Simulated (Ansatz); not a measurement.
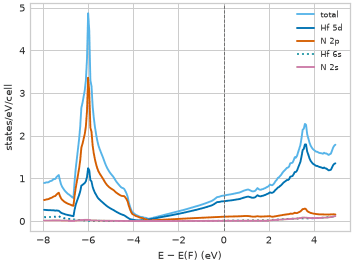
Figure: Total and projected density of states of HfN (rock salt, Fm-3m), the program Ansatz at the r²SCAN level (PAW)

Q: Which orbitals carry the states next to the Fermi level?

A: Within 0.5 eV of the Fermi level: Hf 5d 78 %, N 2p 17 %. Projections are on Löwdin-orthogonalised atomic valence shells; empty p or d shells of many metals are not among them.

Q: Where is the tallest occupied peak in this window, and what makes it?

A: Near -6.0 eV, about 4.9 states/eV per cell; the largest projected share is N 2p.

The cell was relaxed with r²SCAN under the symmetry of its start; of distortions, only those at the zone centre were tested. No spin polarisation was allowed. With an odd number of electrons in the cell and no spin polarisation, the count alone makes it a metal. Spin–orbit coupling is left out wherever it is not named.

Potentials: the earlier of the program's two PAW sets.
